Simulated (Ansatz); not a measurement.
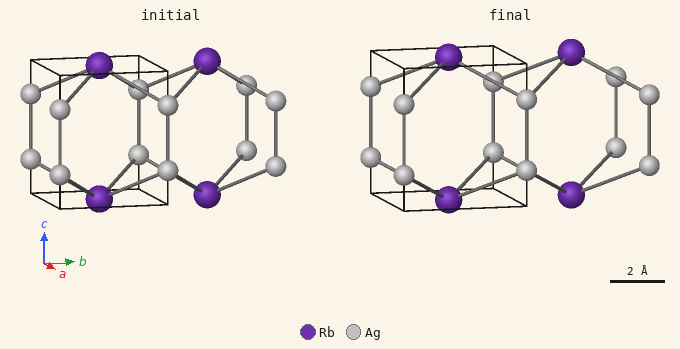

The structure of crystalline RbAg2 (a generated structure, set up in P4/mmm) (coarse preliminary run) before (left) and after (right) a relaxation, at one scale.

A ball-and-stick model of the cell of the calculation, repeated 1 × 2 × 1 with one cell outlined, seen slightly off an axis.

All numbers below come from Ansatz, DFT PBE, scalar-relativistic, plane waves, PAW. Settings: plane-wave cutoff 420 eV; k-point mesh 4 × 4 × 4; occupations gaussian; smearing width 0.1 eV; no spin polarisation; cell and atoms relaxed; force threshold 0.04 eV/Å; at most 70 steps.

**Summarise the run.**

After 5 accepted moves (7 points after the start) the energy has fallen by 212 meV per atom. Largest force component: 0.29 eV/Å at the start, 0.0041 eV/Å at the end. Pressure: 8.33 GPa at the start and 0.18 GPa at the end. The SCF was repeated twice at an unchanged geometry on a basis and grid sized afresh for the cell, which shifted the energy by 5.6 meV per atom at most. The largest moves relative to the cell, 0.021 Å, are those of Ag atoms. Rb stays in place. Cell: a = b 4.197 → 4.770 Å (+13.6 %), c 5.063 → 5.407 Å (+6.8 %). Volume +37.9 %. Some distances before and after: Ag–Rb 3.237 → 3.637 Å, Ag–Ag 2.476 → 2.687 Å, Ag–Ag 2.587 → 2.720 Å. Bond angles that change, for instance: Rb–Ag–Rb 132.9° → 136.1°. The space group stays P4/mmm (No. 123). The run took 21 s on 1 thread of Intel(R) Xeon(R) Platinum 8275CL CPU @ 3.00GHz (Skylake/Cascade Lake) (shared host), peak memory 0.46 GiB.

Limits of the set-up: the k-point mesh is coarse for a cell with partly filled bands.
